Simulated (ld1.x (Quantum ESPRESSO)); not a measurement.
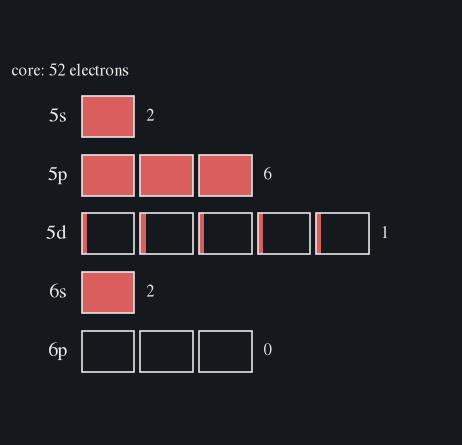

**Figure 1.** The valence shells of the reference configuration: a box for each of the 2l + 1 orbitals, shaded by the share of the shell that is filled, with the electron count at the right.

Eu: pseudopotential generation (part 1 of 2)

System: europium (Eu, Z = 63), core [Kr] 4d10 4f6, reference valence 5s2 5p6 5d1 6s2 6p0, valence charge 11.
Method: TM potential, PBEsol, scalar-relativistic, made with ld1.x (Quantum ESPRESSO) 7.5.

### The program's output
```
     Program LD1 v.7.5
     --------------------------- All-electron run ----------------------------

     Eu
     scalar relativistic calculation

     atomic number is 63.00
     dft =PBESOL   lsd =0 sic =0 latt =0  beta=0.20 tr2=1.0E-14
     Exchange-correlation= PBESOL
                           (   1   4  10   8   0   0   0)
     mesh =1261 r(mesh) = 100.16965 a.u. xmin = -7.00 dx = 0.01250
     1 Ry =  13.60569312 eV, c = 137.03599908

     n l     nl                  e(Ry)          e(Ha)          e(eV)
     1 0     1S 1( 2.00)     -3554.1891     -1777.0945    -48357.2058
     2 0     2S 1( 2.00)      -584.0859      -292.0430     -7946.8936
     2 1     2P 1( 6.00)      -520.4942      -260.2471     -7081.6847
     3 0     3S 1( 2.00)      -128.9622       -64.4811     -1754.6206
     3 1     3P 1( 6.00)      -109.1762       -54.5881     -1485.4180
     4 0     4S 1( 2.00)       -25.9997       -12.9999      -353.7440
     4 1     4P 1( 6.00)       -19.4800        -9.7400      -265.0388
     3 2     3D 1(10.00)       -82.7131       -41.3566     -1125.3692
     5 0     5S 1( 2.00)        -3.5461        -1.7731       -48.2476
     5 1     5P 1( 6.00)        -1.9583        -0.9791       -26.6437
     4 2     4D 1(10.00)       -10.3972        -5.1986      -141.4606
     4 3     4F 1( 6.00)        -0.6174        -0.3087        -8.3995
     5 2     5D 1( 1.00)        -0.1955        -0.0978        -2.6601
     6 0     6S 1( 2.00)        -0.3001        -0.1500        -4.0827
     6 1     6P 1( 0.00)        -0.0968        -0.0484        -1.3167

     final scf error:  6.2E-15 reached in  33 iterations

     Etot =  -21680.359526 Ry,  -10840.179763 Ha, -294976.318511 eV

     Ekin =   23227.312875 Ry,   11613.656438 Ha,  316023.691053 eV
     Encl =  -52826.840537 Ry,  -26413.420269 Ha, -718745.781009 eV
     Eh   =    8394.910383 Ry,    4197.455192 Ha,  114218.574468 eV
     Exc  =    -475.742247 Ry,    -237.871124 Ha,   -6472.803023 eV

     normalization and overlap integrals

     s(1S/1S) =  1.000000  <r> =   0.0223  <r2> =    0.0007  r(max) =   0.0142
     s(2S/2S) =  1.000000  <r> =   0.0951  <r2> =    0.0107  r(max) =   0.0806
     s(2P/2P) =  1.000000  <r> =   0.0839  <r2> =    0.0086  r(max) =   0.0652
     s(3S/3S) =  1.000000  <r> =   0.2497  <r2> =    0.0712  r(max) =   0.2304
     s(3P/3P) =  1.000000  <r> =   0.2481  <r2> =    0.0714  r(max) =   0.2247
     s(4S/4S) =  1.000000  <r> =   0.5654  <r2> =    0.3608  r(max) =   0.5256
     s(4P/4P) =  1.000000  <r> =   0.5984  <r2> =    0.4072  r(max) =   0.5526
     s(3D/3D) =  1.000000  <r> =   0.2260  <r2> =    0.0601  r(max) =   0.1839
     s(5S/5S) =  1.000000  <r> =   1.3587  <r2> =    2.0765  r(max) =   1.2145
     s(5P/5P) =  1.000000  <r> =   1.5891  <r2> =    2.8698  r(max) =   1.3763
     s(4D/4D) =  1.000000  <r> =   0.6515  <r2> =    0.4923  r(max) =   0.5737
     s(4F/4F) =  1.000000  <r> =   0.8939  <r2> =    1.0537  r(max) =   0.5882
     s(5D/5D) =  1.000000  <r> =   2.8441  <r2> =    9.9770  r(max) =   1.9776
     s(6S/6S) =  1.000000  <r> =   4.0242  <r2> =   18.3819  r(max) =   3.4276
     s(6P/6P) =  1.000000  <r> =   5.6151  <r2> =   36.4025  r(max) =   4.5693

     ------------------------ End of All-electron run ------------------------

     --------------------- Generating NC pseudopotential ---------------------

      Generating local pot.: lloc=2, matching radius rcloc =   2.8500

      Wfc   5S  rcut= 2.186  Using Troullier-Martins method

      Wfc   5P  rcut= 2.669  Using Troullier-Martins method

     ------------------- End of pseudopotential generation -------------------

     --------------------------- All-electron run ----------------------------

     Eu
     scalar relativistic calculation

     atomic number is 63.00
     dft =PBESOL   lsd =0 sic =0 latt =0  beta=0.20 tr2=1.0E-14
     Exchange-correlation= PBESOL
                           (   1   4  10   8   0   0   0)
     mesh =1261 r(mesh) = 100.16965 a.u. xmin = -7.00 dx = 0.01250
     1 Ry =  13.60569312 eV, c = 137.03599908

     n l     nl                  e(Ry)          e(Ha)          e(eV)
     1 0     1S 1( 2.00)     -3554.1891     -1777.0945    -48357.2058
     2 0     2S 1( 2.00)      -584.0859      -292.0430     -7946.8936
     2 1     2P 1( 6.00)      -520.4942      -260.2471     -7081.6847
     3 0     3S 1( 2.00)      -128.9622       -64.4811     -1754.6206
     3 1     3P 1( 6.00)      -109.1762       -54.5881     -1485.4180
     4 0     4S 1( 2.00)       -25.9997       -12.9999      -353.7440
     4 1     4P 1( 6.00)       -19.4800        -9.7400      -265.0388
     3 2     3D 1(10.00)       -82.7131       -41.3566     -1125.3692
     5 0     5S 1( 2.00)        -3.5461        -1.7731       -48.2476
     5 1     5P 1( 6.00)        -1.9583        -0.9791       -26.6437
     4 2     4D 1(10.00)       -10.3972        -5.1986      -141.4606
     4 3     4F 1( 6.00)        -0.6174        -0.3087        -8.3995
     5 2     5D 1( 1.00)        -0.1955        -0.0978        -2.6601
     6 0     6S 1( 2.00)        -0.3001        -0.1500        -4.0827
     6 1     6P 1( 0.00)        -0.0968        -0.0484        -1.3167

     final scf error:  6.2E-15 reached in  33 iterations

     Etot =  -21680.359526 Ry,  -10840.179763 Ha, -294976.318511 eV

     Ekin =   23227.312875 Ry,   11613.656438 Ha,  316023.691053 eV
     Encl =  -52826.840537 Ry,  -26413.420269 Ha, -718745.781009 eV
     Eh   =    8394.910383 Ry,    4197.455192 Ha,  114218.574468 eV
     Exc  =    -475.742247 Ry,    -237.871124 Ha,   -6472.803023 eV

     normalization and overlap integrals

     s(1S/1S) =  1.000000  <r> =   0.0223  <r2> =    0.0007  r(max) =   0.0142
     s(2S/2S) =  1.000000  <r> =   0.0951  <r2> =    0.0107  r(max) =   0.0806
     s(2P/2P) =  1.000000  <r> =   0.0839  <r2> =    0.0086  r(max) =   0.0652
     s(3S/3S) =  1.000000  <r> =   0.2497  <r2> =    0.0712  r(max) =   0.2304
     s(3P/3P) =  1.000000  <r> =   0.2481  <r2> =    0.0714  r(max) =   0.2247
     s(4S/4S) =  1.000000  <r> =   0.5654  <r2> =    0.3608  r(max) =   0.5256
     s(4P/4P) =  1.000000  <r> =   0.5984  <r2> =    0.4072  r(max) =   0.5526
     s(3D/3D) =  1.000000  <r> =   0.2260  <r2> =    0.0601  r(max) =   0.1839
     s(5S/5S) =  1.000000  <r> =   1.3587  <r2> =    2.0765  r(max) =   1.2145
     s(5P/5P) =  1.000000  <r> =   1.5891  <r2> =    2.8698  r(max) =   1.3763
     s(4D/4D) =  1.000000  <r> =   0.6515  <r2> =    0.4923  r(max) =   0.5737
     s(4F/4F) =  1.000000  <r> =   0.8939  <r2> =    1.0537  r(max) =   0.5882
     s(5D/5D) =  1.000000  <r> =   2.8441  <r2> =    9.9770  r(max) =   1.9776
     s(6S/6S) =  1.000000  <r> =   4.0242  <r2> =   18.3819  r(max) =   3.4276
     s(6P/6P) =  1.000000  <r> =   5.6151  <r2> =   36.4025  r(max) =   4.5693

     ------------------------ End of All-electron run ------------------------

     Computing logarithmic derivative in   3.08217

       Warning: n=1, l=0 expected 0 nodes, found 1
       Setting wfc to zero for this iteration
       (This warning will only be printed once per wavefunction)

     Message from routine run_pseudo:
     Warning: convergence not achieved
     Computing logarithmic derivative in   3.08217
     Computing the partial wave expansion
     R is outside the sphere for l=    0 j= 0.00
     R is outside the sphere for l=    1 j= 0.00
       no projector for channel:   2

     ---------------------- Testing the pseudopotential ----------------------

     Eu
     scalar relativistic calculation

     atomic number is 63.00   valence charge is 11.00
     dft =PBESOL   lsd =0 sic =0 latt =0  beta=0.20 tr2=1.0E-14
     mesh =1261 r(mesh) = 100.16965 xmin = -7.00 dx = 0.01250

     n l     nl             e AE (Ry)        e PS (Ry)    De AE-PS (Ry)
     1 0     5S   1( 2.00)       -3.54614       -3.54613       -0.00000
     2 1     5P   1( 6.00)       -1.95827       -1.95827       -0.00000
     3 2     5D   1( 1.00)       -0.19552       -0.19552        0.00000
     2 0     6S   1( 2.00)       -0.30007       -0.27043       -0.02964  !
     3 1     6P   1( 0.00)       -0.09677       -0.10399        0.00721  !

     eps = 6.6E-13  iter =201

     Etot =  -21680.359526 Ry,  -10840.179763 Ha, -294976.318511 eV
     Etotps =   -72.100846 Ry,     -36.050423 Ha,    -980.981987 eV

     Ekin =      18.582145 Ry,       9.291073 Ha,     252.822964 eV
     Encl =    -136.792815 Ry,     -68.396407 Ha,   -1861.161059 eV
     Ehrt =      55.233245 Ry,      27.616622 Ha,     751.486577 eV
     Ecxc =      -8.888382 Ry,      -4.444191 Ha,    -120.932599 eV
     Epseu=      -0.235039 Ry,      -0.117520 Ha,      -3.197869 eV

     ---------------------- End of pseudopotential test ----------------------
```

### Output of the test run (extracts)
```
     ---------------------- Testing the pseudopotential ----------------------

     Eu
     scalar relativistic calculation

     atomic number is 63.00   valence charge is 11.00
     dft =PBESOL   lsd =0 sic =0 latt =0  beta=0.20 tr2=1.0E-14
     mesh =1261 r(mesh) = 100.16965 xmin = -7.00 dx = 0.01250

     n l     nl             e AE (Ry)        e PS (Ry)    De AE-PS (Ry)
     1 0     5S   1( 2.00)       -3.54614       -3.54613       -0.00000
     2 1     5P   1( 6.00)       -1.95827       -1.95827       -0.00000
     3 2     5D   1( 1.00)       -0.19552       -0.19552        0.00000
     2 0     6S   1( 2.00)       -0.30007       -0.27043       -0.02964  !
     3 1     6P   1( 0.00)       -0.09677       -0.10399        0.00721  !

     eps = 8.4E-15  iter =125

     Etot =  -21680.359526 Ry,  -10840.179763 Ha, -294976.318511 eV
     Etotps =   -72.100846 Ry,     -36.050423 Ha,    -980.981987 eV

     Ekin =      18.582145 Ry,       9.291073 Ha,     252.822964 eV
     Encl =    -136.792815 Ry,     -68.396407 Ha,   -1861.161059 eV
     Ehrt =      55.233245 Ry,      27.616622 Ha,     751.486577 eV
     Ecxc =      -8.888382 Ry,      -4.444191 Ha,    -120.932599 eV
     Epseu=      -0.235039 Ry,      -0.117520 Ha,      -3.197869 eV

     ---------------------- End of pseudopotential test ----------------------

     ---------------------- Testing the pseudopotential ----------------------

     Eu
     scalar relativistic calculation

     atomic number is 63.00   valence charge is 11.00
     dft =PBESOL   lsd =0 sic =0 latt =0  beta=0.20 tr2=1.0E-14
     mesh =1261 r(mesh) = 100.16965 xmin = -7.00 dx = 0.01250

     n l     nl             e AE (Ry)        e PS (Ry)    De AE-PS (Ry)
     1 0     5S   1( 2.00)       -4.00881       -3.98822       -0.02060  !
     2 1     5P   1( 6.00)       -2.42019       -2.39984       -0.02035  !
     3 2     5D   1( 1.00)       -0.62397       -0.60812       -0.01585  !
     2 0     6S   1( 1.00)       -0.67389       -0.62515       -0.04874  !
     3 1     6P   1( 0.00)       -0.41652       -0.42273        0.00621  !

     eps = 8.2E-15  iter =178

     Etot =  -21679.876025 Ry,  -10839.938012 Ha, -294969.740138 eV
     Etotps =   -71.655949 Ry,     -35.827975 Ha,    -974.928854 eV
     dEtot_ae =       0.483501 Ry
     dEtot_ps =       0.444897 Ry,   Delta E=       0.038604 Ry

     Ekin =      18.521276 Ry,       9.260638 Ha,     251.994798 eV
     Encl =    -131.968332 Ry,     -65.984166 Ha,   -1795.520634 eV
     Ehrt =      50.669039 Ry,      25.334519 Ha,     689.387392 eV
     Ecxc =      -8.613349 Ry,      -4.306675 Ha,    -117.190588 eV
     Epseu=      -0.264582 Ry,      -0.132291 Ha,      -3.599824 eV

     ---------------------- End of pseudopotential test ----------------------

     ---------------------- Testing the pseudopotential ----------------------

     Eu
     scalar relativistic calculation

     atomic number is 63.00   valence charge is 11.00
     dft =PBESOL   lsd =0 sic =0 latt =0  beta=0.20 tr2=1.0E-14
     mesh =1261 r(mesh) = 100.16965 xmin = -7.00 dx = 0.01250

     n l     nl             e AE (Ry)        e PS (Ry)    De AE-PS (Ry)
     1 0     5S   1( 2.00)       -4.54781       -4.50107       -0.04675  !
     2 1     5P   1( 6.00)       -2.95561       -2.90982       -0.04578  !
     3 2     5D   1( 1.00)       -1.11177       -1.07444       -0.03733  !
     2 0     6S   1( 0.00)       -1.07832       -1.00006       -0.07826  !
     3 1     6P   1( 0.00)       -0.76784       -0.76685       -0.00100

     eps = 3.4E-11  iter =201

     Etot =  -21679.002706 Ry,  -10839.501353 Ha, -294957.858037 eV
     Etotps =   -70.844798 Ry,     -35.422399 Ha,    -963.892581 eV
     dEtot_ae =       1.356820 Ry
     dEtot_ps =       1.256048 Ry,   Delta E=       0.100772 Ry

     Ekin =      18.337542 Ry,       9.168771 Ha,     249.494967 eV
     Encl =    -126.362685 Ry,     -63.181343 Ha,   -1719.251919 eV
     Ehrt =      45.843606 Ry,      22.921803 Ha,     623.734035 eV
     Ecxc =      -8.343987 Ry,      -4.171994 Ha,    -113.525731 eV
     Epseu=      -0.319273 Ry,      -0.159637 Ha,      -4.343931 eV

     ---------------------- End of pseudopotential test ----------------------

     ---------------------- Testing the pseudopotential ----------------------

     Eu
     scalar relativistic calculation

     atomic number is 63.00   valence charge is 11.00
     dft =PBESOL   lsd =0 sic =0 latt =0  beta=0.20 tr2=1.0E-14
     mesh =1261 r(mesh) = 100.16965 xmin = -7.00 dx = 0.01250

     n l     nl             e AE (Ry)        e PS (Ry)    De AE-PS (Ry)
     1 0     5S   1( 2.00)       -5.36051       -5.31808       -0.04243  !
     2 1     5P   1( 6.00)       -3.74583       -3.70351       -0.04232  !
     3 2     5D   1( 0.00)       -1.80325       -1.76310       -0.04014  !
     2 0     6S   1( 0.00)       -1.62093       -1.51303       -0.10791  !
     3 1     6P   1( 0.00)       -1.23618       -1.24909        0.01291  !

     eps = 1.0E-11  iter =201

     Etot =  -21677.552238 Ry,  -10838.776119 Ha, -294938.123406 eV
     Etotps =   -69.433028 Ry,     -34.716514 Ha,    -944.684478 eV
     dEtot_ae =       2.807288 Ry
     dEtot_ps =       2.667818 Ry,   Delta E=       0.139471 Ry

     Ekin =      16.755255 Ry,       8.377628 Ha,     227.966864 eV
     Encl =    -117.097974 Ry,     -58.548987 Ha,   -1593.199098 eV
     Ehrt =      38.909416 Ry,      19.454708 Ha,     529.389574 eV
     Ecxc =      -7.693470 Ry,      -3.846735 Ha,    -104.674995 eV
     Epseu=      -0.306256 Ry,      -0.153128 Ha,      -4.166823 eV

     ---------------------- End of pseudopotential test ----------------------

     ---------------------- Testing the pseudopotential ----------------------

     Eu
     scalar relativistic calculation

     atomic number is 63.00   valence charge is 11.00
     dft =PBESOL   lsd =0 sic =0 latt =0  beta=0.20 tr2=1.0E-14
     mesh =1261 r(mesh) = 100.16965 xmin = -7.00 dx = 0.01250

     n l     nl             e AE (Ry)        e PS (Ry)    De AE-PS (Ry)
     1 0     5S   1( 2.00)       -3.43668       -3.41826       -0.01842  !
     2 1     5P   1( 6.00)       -1.85656       -1.83912       -0.01744  !
     3 2     5D   1( 2.00)       -0.13417       -0.12430       -0.00986  !
     2 0     6S   1( 1.00)       -0.26500       -0.23348       -0.03152  !
     3 1     6P   1( 0.00)       -0.08028       -0.08166        0.00138

     eps = 1.1E-11  iter =201

     Etot =  -21680.241034 Ry,  -10840.120517 Ha, -294974.706341 eV
     Etotps =   -72.007416 Ry,     -36.003708 Ha,    -979.710802 eV
     dEtot_ae =       0.118492 Ry
     dEtot_ps =       0.093430 Ry,   Delta E=       0.025062 Ry

     Ekin =      19.240105 Ry,       9.620053 Ha,     261.774968 eV
     Encl =    -138.327973 Ry,     -69.163986 Ha,   -1882.047950 eV
     Ehrt =      56.414234 Ry,      28.207117 Ha,     767.554754 eV
     Ecxc =      -9.048700 Ry,      -4.524350 Ha,    -123.113840 eV
     Epseu=      -0.285082 Ry,      -0.142541 Ha,      -3.878733 eV

     ---------------------- End of pseudopotential test ----------------------

     ---------------------- Testing the pseudopotential ----------------------

     Eu
     scalar relativistic calculation

     atomic number is 63.00   valence charge is 11.00
     dft =PBESOL   lsd =0 sic =0 latt =0  beta=0.20 tr2=1.0E-14
     mesh =1261 r(mesh) = 100.16965 xmin = -7.00 dx = 0.01250

     n l     nl             e AE (Ry)        e PS (Ry)    De AE-PS (Ry)
     1 0     5S   1( 2.00)       -3.85462       -3.81079       -0.04383  !
     2 1     5P   1( 6.00)       -2.27617       -2.23381       -0.04236  !
     3 2     5D   1( 2.00)       -0.52273       -0.49311       -0.02961  !
     2 0     6S   1( 0.00)       -0.60515       -0.55109       -0.05406  !
     3 1     6P   1( 0.00)       -0.36614       -0.36048       -0.00565  !

     eps = 2.5E-11  iter =201

     Etot =  -21679.809399 Ry,  -10839.904700 Ha, -294968.833652 eV
     Etotps =   -71.617491 Ry,     -35.808745 Ha,    -974.405603 eV
     dEtot_ae =       0.550127 Ry
     dEtot_ps =       0.483355 Ry,   Delta E=       0.066772 Ry

     Ekin =      19.349089 Ry,       9.674544 Ha,     263.257764 eV
     Encl =    -134.085912 Ry,     -67.042956 Ha,   -1824.331767 eV
     Ehrt =      52.303399 Ry,      26.151699 Ha,     711.623994 eV
     Ecxc =      -8.860629 Ry,      -4.430315 Ha,    -120.555002 eV
     Epseu=      -0.323437 Ry,      -0.161719 Ha,      -4.400591 eV

     ---------------------- End of pseudopotential test ----------------------

     ---------------------- Testing the pseudopotential ----------------------

     Eu
     scalar relativistic calculation

     atomic number is 63.00   valence charge is 11.00
     dft =PBESOL   lsd =0 sic =0 latt =0  beta=0.20 tr2=1.0E-14
     mesh =1261 r(mesh) = 100.16965 xmin = -7.00 dx = 0.01250

     n l     nl             e AE (Ry)        e PS (Ry)    De AE-PS (Ry)
     1 0     5S   1( 2.00)       -3.48721       -3.47665       -0.01056  !
     2 1     5P   1( 6.00)       -1.90354       -1.89357       -0.00997  !
     3 2     5D   1( 1.50)       -0.16205       -0.15628       -0.00577  !
     2 0     6S   1( 1.50)       -0.28116       -0.25040       -0.03076  !
     3 1     6P   1( 0.00)       -0.08759       -0.09153        0.00394

     eps = 1.1E-11  iter =201

     Etot =  -21680.303563 Ry,  -10840.151781 Ha, -294975.557086 eV
     Etotps =   -72.058410 Ry,     -36.029205 Ha,    -980.404608 eV
     dEtot_ae =       0.055964 Ry
     dEtot_ps =       0.042437 Ry,   Delta E=       0.013527 Ry

     Ekin =      18.935210 Ry,       9.467605 Ha,     257.626658 eV
     Encl =    -137.628357 Ry,     -68.814179 Ha,   -1872.529193 eV
     Ehrt =      55.870998 Ry,      27.935499 Ha,     760.163655 eV
     Ecxc =      -8.974246 Ry,      -4.487123 Ha,    -122.100843 eV
     Epseu=      -0.262014 Ry,      -0.131007 Ha,      -3.564884 eV

     ---------------------- End of pseudopotential test ----------------------

     ---------------------- Testing the pseudopotential ----------------------

     Eu
     scalar relativistic calculation

     atomic number is 63.00   valence charge is 11.00
     dft =PBESOL   lsd =0 sic =0 latt =0  beta=0.20 tr2=1.0E-14
     mesh =1261 r(mesh) = 100.16965 xmin = -7.00 dx = 0.01250

     n l     nl             e AE (Ry)        e PS (Ry)    De AE-PS (Ry)
     1 0     5S   1( 2.00)       -4.17896       -4.18857        0.00962  !
     2 1     5P   1( 6.00)       -2.57792       -2.58585        0.00794  !
     3 2     5D   1( 0.00)       -0.73415       -0.73593        0.00179
     2 0     6S   1( 2.00)       -0.74333       -0.69879       -0.04454  !
     3 1     6P   1( 0.00)       -0.46600       -0.48484        0.01883  !

     eps = 8.9E-12  iter =201

     Etot =  -21679.906150 Ry,  -10839.953075 Ha, -294970.150007 eV
     Etotps =   -71.647041 Ry,     -35.823521 Ha,    -974.807656 eV
     dEtot_ae =       0.453377 Ry
     dEtot_ps =       0.453805 Ry,   Delta E=      -0.000428 Ry

     Ekin =      17.535640 Ry,       8.767820 Ha,     238.584532 eV
     Encl =    -129.539501 Ry,     -64.769751 Ha,   -1762.474702 eV
     Ehrt =      48.899916 Ry,      24.449958 Ha,     665.317254 eV
     Ecxc =      -8.354371 Ry,      -4.177186 Ha,    -113.667009 eV
     Epseu=      -0.188725 Ry,      -0.094362 Ha,      -2.567731 eV

     ---------------------- End of pseudopotential test ----------------------
```

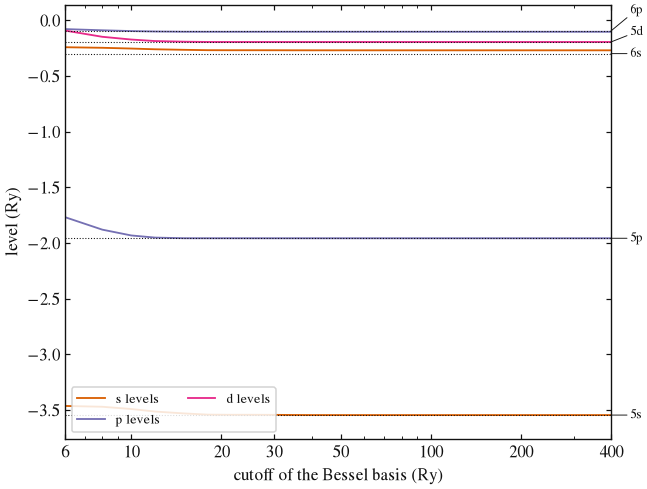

**Figure 2.** The pseudo-atom Hamiltonian at the reference potential is diagonalised in spherical Bessel functions (20 bohr box) up to the cutoff. Curves: the lowest levels of each channel that holds a bound state. Dotted lines: the all-electron valence levels.

- Ghost states: no ghost state below the valence levels in the s, p, d, f channels. Not every valence level is met: 6s ends 0.030 Ry too high at the highest cutoff, where a miss can come from the basis as well as from the potential.
- All-electron valence levels: 5s: -3.5 Ry; 6s: -0.30 Ry; 5p: -1.96 Ry; 6p: -0.10 Ry; 5d: -0.20 Ry. The potential isn't sound: the pseudo-atom misses its own reference levels by up to 0.40 eV.

(Continued in part 2.) Outcome of the run: generated; the pseudo-atom misses its reference levels by up to 0.40 eV (6s, which has no pseudo-wave of its own); ld1.x warns of wrong node counts.
